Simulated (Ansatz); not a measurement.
# Calculations on CH₆SbSi

Part 1: Relaxation

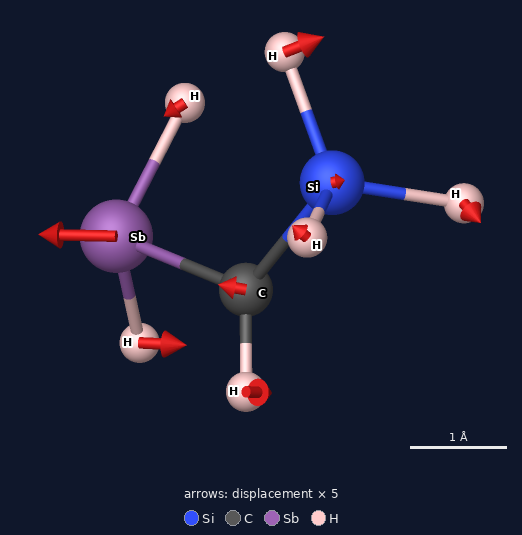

A relaxation of CH6SbSi (charge +1). The starting structure is drawn; red arrows show the displacements, 5 times their true length. The two geometries are superimposed by the best rigid fit.

The picture is a ball-and-stick view, seen from a free direction.

The run prepares an end point of a later path (inversion) calculation, from a guessed geometry.

The calculation used RHF/def2-SVP in Ansatz 0.2.0. (no spin polarisation; force threshold 0.015 eV/Å; at most 40 steps)

Question: Atoms of which element are displaced furthest, and by how much?

Answer: Antimony: up to 0.17 Å, against 0.10 Å for hydrogen.

Question: What did the optimiser do to the structure, and how much energy did it gain?

Answer: After 5 accepted moves (8 points after the start) the energy has fallen by 7.33 kJ/mol. Largest force component: 0.77 eV/Å at the start, 0.014 eV/Å at the end. The line search rejected the trial steps at points 1, 5, 7 of the run. The atom that moves furthest after the best rigid fit is the Sb atom (0.17 Å). Largest moves by element: Sb 0.17 Å, H 0.10 Å, C 0.06 Å, Si 0.03 Å. Among the contacts that change: C–Sb 2.032 → 2.133 Å, C–Si 1.908 → 1.950 Å, H–Sb 1.670 → 1.684 Å, H–Si 1.461 → 1.471 Å. Among the angles between lasting bonds that change: C–Sb–H 103.4° → 95.3°, C–Sb–H 100.9° → 95.3°, H–Sb–H 103.3° → 99.5°.

Part 2: Relaxation

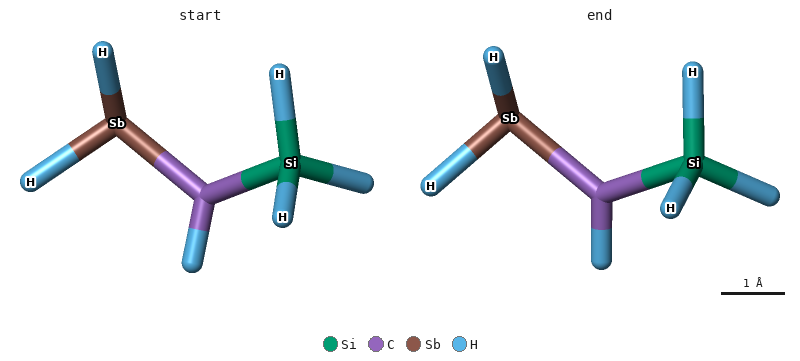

The structure of CH₆SbSi (charge +1) before (left) and after (right) a relaxation, at one scale.

The picture is a stick view, seen at a tilt.

The run prepares an end point of a later path (inversion) calculation, from a guessed geometry.

Theory: Ansatz, RHF/def2-SVP. Settings: no spin polarisation; force threshold 0.015 eV/Å; at most 40 steps.

Describe what moved and what it gained.

The largest move after the best rigid fit is that of an H atom, 0.29 Å. Largest moves by element: H 0.29 Å, Sb 0.15 Å, C 0.08 Å, Si 0.06 Å. Among the contacts that change: C–Sb 2.032 → 2.134 Å, C–Si 1.908 → 1.948 Å, H–Sb 1.670 → 1.684 Å, H–Si 1.461 → 1.474 Å. Bond angles that change, for instance: C–Sb–H 103.4° → 95.2°, C–Si–H 98.1° → 105.3°, C–Si–H 106.5° → 100.0°. Over 13 accepted moves (16 points after the start) the energy falls by 34.5 kJ/mol. The largest force component goes from 2 to 0.0086 eV/Å. The line search rejected the trial steps at points 2, 5, 11 of the run. The forces were under the threshold at step 12, but the run went on from there.

Part 3: Path

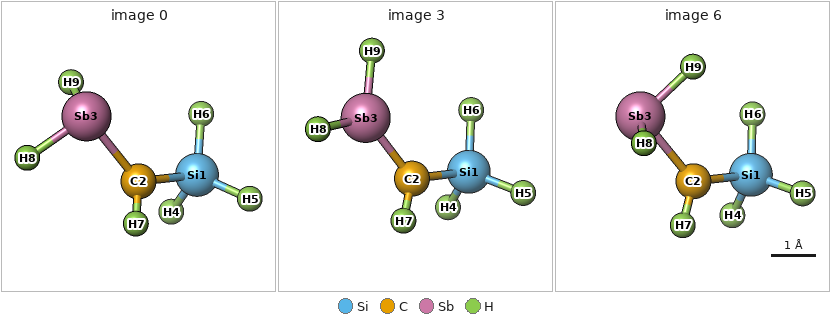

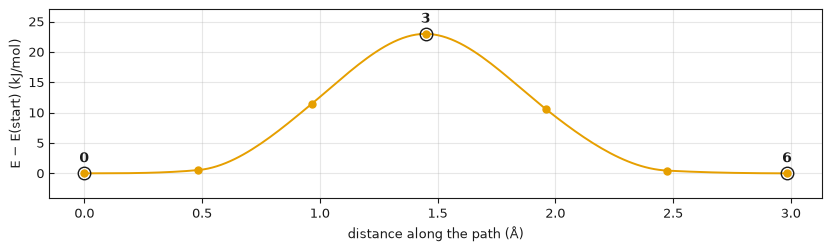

A nudged-elastic-band calculation for CH6SbSi (charge +1). Images are numbered from 0 (start) to 6 (end). The picture is a ball-and-stick view, seen at a tilt.

All numbers below come from Ansatz, RHF/def2-SVP. Run with 5 movable images; climbing image; force threshold 0.05 eV/Å; iteration limit 60; starting path through a guess of the saddle point.

Q: Read off the barrier and say what moves.

A: The barrier is about 23.0 kJ/mol in both directions, with image 3 at the top; the ends have the same energy. The motion is an umbrella inversion at Sb3. No bond forms or breaks between the ends. Among the angles between lasting bonds that change up to the highest image: C2–Sb3–H8 95.3° → 122.7°, C2–Sb3–H9 95.3° → 121.5°. The band is converged. At the top, the vibrational analysis gives one imaginary mode (246i cm⁻¹), as a transition state must have.

The run took 100 s on 1 thread of Intel(R) Xeon(R) Platinum 8488C (Sapphire Rapids) (shared host), peak memory 0.2 GiB.
